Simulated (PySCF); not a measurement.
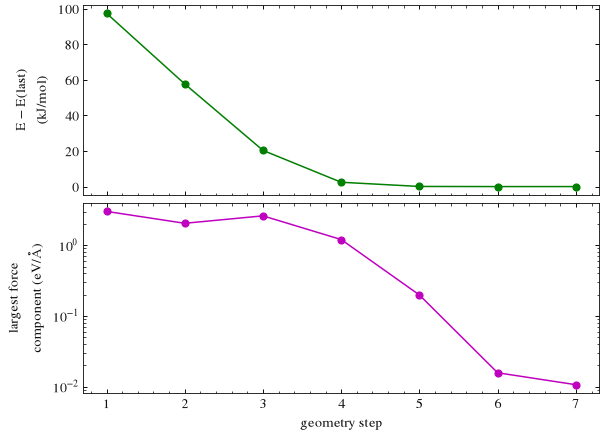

History of a geometry optimisation. The start has point group C2v, which is kept. A held symmetry can leave a saddle point.

System: Cr2O molecule.
Method: RKS-based PBE0, O def2-TZVP, Cr def2-TZVP; non-relativistic Hamiltonian; density fitting (PySCF).

Q: How did the optimisation end?

A: The optimisation met its thresholds at geometry 7, counting the start as the first. The energy fell by about 97 kJ/mol from the first step to the last. The largest force component goes from about 3 eV/Å at the start to 0.011 eV/Å at the end.

Q: By which step was nine tenths of the energy gained?

A: By step 4 of 7.
